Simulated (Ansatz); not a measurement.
**BFHInO: density, localisation and related maps**

Input file:

```
crystal:
  periodic: [false, false, false]
  atoms:
    - {symbol: B, position_ang: [-1.875337, -0.032288, -0.671835]}
    - {symbol: F, position_ang: [-1.931903, 0.048619, -2.045210]}
    - {symbol: In, position_ang: [-1.352042, 2.920734, -0.991576]}
    - {symbol: O, position_ang: [-1.637701, 1.065117, 0.041293]}
    - {symbol: H, position_ang: [-2.053523, -1.142700, -0.195236]}
basis:
  gaussian: {orbitals: def2-TZVPD}
total_charge: 0
hamiltonian: {xc: pbe0}
output: {forces: true, orbitals: {seedname: orbitals}}
```

Run with:

```sh
ansatz run input.yaml --threads 1 --pin off --max-ram 2610MiB --events-out events.jsonl --progress --plain --runs-dir runs
```

Geometry: PBE-D3(BJ)/def2-SVP; core potentials replace the inner electrons of In.

Computed with Ansatz 0.2.0, isolated molecule in a Gaussian basis; Kohn-Sham density functional theory, functional PBE0.

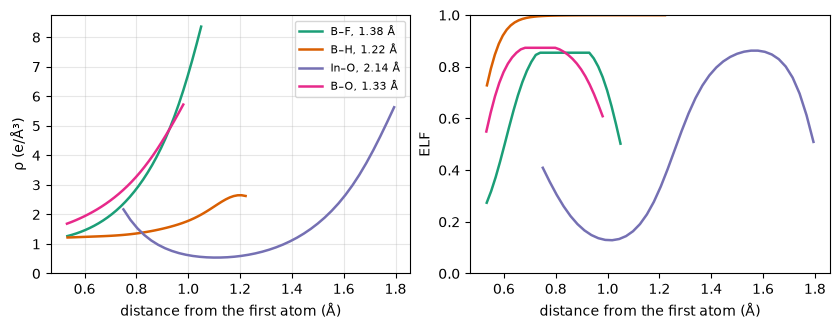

Figure 1. Electron density and electron localisation function along straight lines between neighbouring atoms. The curves leave out the atomic cores.

Compare the contacts.

B–F (1.38 Å): ρ is about 1.9 e/Å³ halfway; the ELF peaks at about 0.85 between the atoms (a shared but strongly polarised pair).
B–H (1.22 Å): ρ is about 1.2 e/Å³ halfway; the ELF climbs to about 1 towards the hydrogen, as it does in any bond to H (a covalent bond by its length).
In–O (2.14 Å): the density is about 0.55 e/Å³ at the midpoint; the ELF peaks at about 0.85 in the valence shell of O, 0.6 Å from its nucleus, and drops to about 0.15 between the two atoms.
B–O (1.33 Å): ρ is about 2.3 e/Å³ halfway; the ELF peaks at about 0.85 between the atoms, as expected for a polar covalent bond.

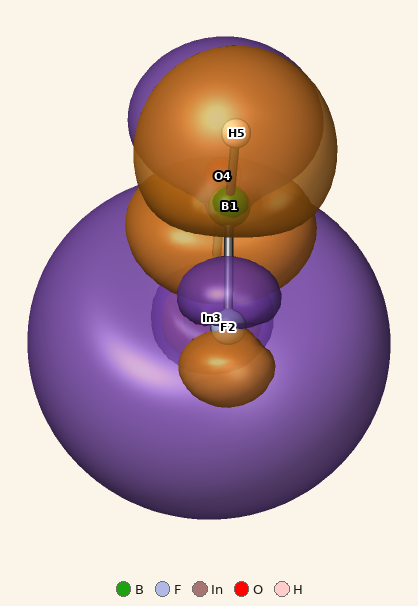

Figure 2. One frontier orbital at ±0.06 Å⁻³ᐟ² (orange and purple are the two phases), seen at an oblique angle.

Which orbital is it: HOMO or LUMO?

The HOMO, at −7.32 eV. Its weight (Hirshfeld) is mainly on In3 (about 50 %), O4 (about 35 %), B1 (about 5 %) and H5 (about 5 %); it is symmetric in the molecular plane (an in-plane orbital: σ, lone-pair or in-plane π type).
